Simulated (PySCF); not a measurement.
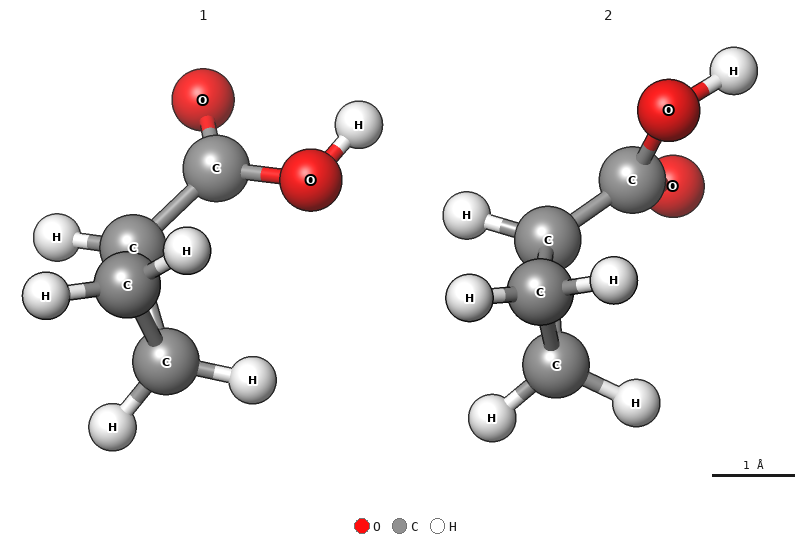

Two geometries of C4H6O2, drawn at one scale. One is the start of a relaxation, the other its converged end. Style: ball-and-stick. Shown from a free direction.

The calculation used PBE0-D3(BJ)/def2-SVP geometry optimisation, gas phase in PySCF. 

> Which one is relaxed?

Structure 1 is the relaxed one. The start comes from MMFF94s. Its atoms were then displaced at random by about 0.03 Å. An O atom moves most after the best rigid fit: 1.39 Å. Largest moves by element: O 1.39 Å, H 0.77 Å, C 0.21 Å. Some distances before and after: C–C 1.356 → 1.480 Å, C–O 1.318 → 1.203 Å, H–O 1.070 → 0.969 Å, C–C 1.569 → 1.511 Å. Among the angles between lasting bonds that change: C–C–H 125.8° → 116.5°, C–C–H 111.0° → 118.2°, C–C–H 112.2° → 118.1°. Groups turn about C–C by about 75°. After 18 geometry steps the energy has fallen by 1.503 eV.
